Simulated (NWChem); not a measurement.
**SnS (SMILES [S][Sn]): CCD/cc-pVDZ/cc-pVDZ-PP (core potential)**

What is the vertical ionisation energy of SnS at CCD/cc-pVDZ/cc-pVDZ-PP (core potential)? 

Program for the calculation: NWChem 7.3.0.

1 further run of the same task is left out (it didn't finish).

## Step 1: The molecule

SnS: 2 atoms, total charge 0, spin state singlet. As SMILES, `[S][Sn]`. Geometry: the measured bond length.

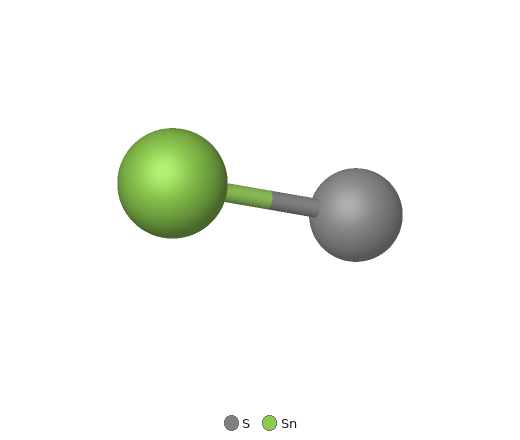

The structure, seen from a chosen angle (sulfur grey, tin green).

## Step 2: A single-point energy at CCD/cc-pVDZ/cc-pVDZ-PP (core potential)

File geom.nw:

```
start geom
title "SnS"
memory total 2200 mb
geometry units angstrom noautosym nocenter
zmatrix
  S
  Sn 1 2.209026
end
end
basis spherical bse
S library cc-pVDZ
Sn library cc-pVDZ-PP
end
ecp bse
Sn library cc-pVDZ-PP
end
scf
maxiter 60
print low
end
tce
scf
ccd
freeze core 9
maxiter 100
end
task tce energy
```

Command:

```sh
$ nwchem geom.nw > geom.out
```

The log of the run, cut to the lines that bear on the results:

```text
[...]
 **** WARNING Zero Coefficient **** on atom "              Sn"
 angular momentum value:-1  standard basis set name: "cc-pVDZ-PP"
 input line that generated warning:
  1793: 2       1.0000000              0.0000000
[...]
  functions       =    41
[...]
  wavefunction    = RHF
[...]
         Total SCF energy =   -610.919939557229
      One-electron energy =  -1094.525669779734
      Two-electron energy =    399.283322225545
 Nuclear repulsion energy =     84.322407996961
        Time for solution =      6.0s
[...]
         Wavefunction type : Restricted Hartree-Fock
          No. of electrons :    38
[...]
         Spin multiplicity : singlet
[...]
```

It took 9.3 s on 1 thread of AMD EPYC 9R45 (Zen 5), shared host; peak memory 0.15 GiB.

## Step 3: The doublet cation, same level

File a.nw:

```
start a
memory stack 880 mb heap 220 mb global 1100 mb
charge 1
geometry units angstroms noautosym nocenter noautoz
S        0.000000       0.000000       0.000000
Sn       0.000000       0.000000       2.209026
end
basis "ao basis" spherical bse
* library cc-pVDZ except Sn
Sn library cc-pVDZ-PP
end
ecp bse
Sn library cc-pVDZ-PP
end
scf
nopen 1
uhf
maxiter 80
print medium
end
tce
scf
ccd
freeze core 9
maxiter 100
end
task tce energy
```

Command:

```sh
$ nwchem a.nw > a.out
```

The log of the run, cut to the lines that bear on the results:

```text
[...]
 **** WARNING Zero Coefficient **** on atom "              Sn"
 angular momentum value:-1  standard basis set name: "cc-pVDZ-PP"
 input line that generated warning:
  1793: 2       1.0000000              0.0000000
[...]
  functions       =    41
[...]
  wavefunction    = UHF
[...]
         Total SCF energy =   -610.598442132461
      One electron energy =  -1084.234705929027
      Two electron energy =    389.313855799605
 Nuclear repulsion energy =     84.322407996961
                       Sz =      0.5000
                 Sz(Sz+1) =      0.7500
                      S^2 =      0.7994
[...]
         Wavefunction type : Unrestricted Hartree-Fock
          No. of electrons :    37
[...]
         Spin multiplicity : doublet
[...]
```

Wall time 16 s (1 thread of AMD EPYC 9R45 (Zen 5), shared host); peak memory 0.15 GiB.

## Step 4: Summary of results

At CCD/cc-pVDZ/cc-pVDZ-PP (core potential), 9 core orbitals frozen:

| quantity | value |
| --- | --- |
| singlet SnS: total energy | -611.14686 Eh |
| singlet SnS: correlation energy (9 core orbitals frozen) | -226.9 mEh |
| doublet cation: total energy | -610.80058 Eh |
| doublet cation: HOMO energy (Hartree–Fock orbitals) (highest over α and β) | -15.96 eV |
| doublet cation: LUMO energy (Hartree–Fock orbitals) (lowest over α and β) | -7.91 eV |
| doublet cation: correlation energy (9 core orbitals frozen) | -202.1 mEh |
| doublet cation: ⟨S²⟩ of the reference determinant | 0.799 |
| vertical ionisation energy (to the doublet cation) | 9.423 eV |

Removing an electron at fixed nuclei costs 9.42 eV (909 kJ/mol).
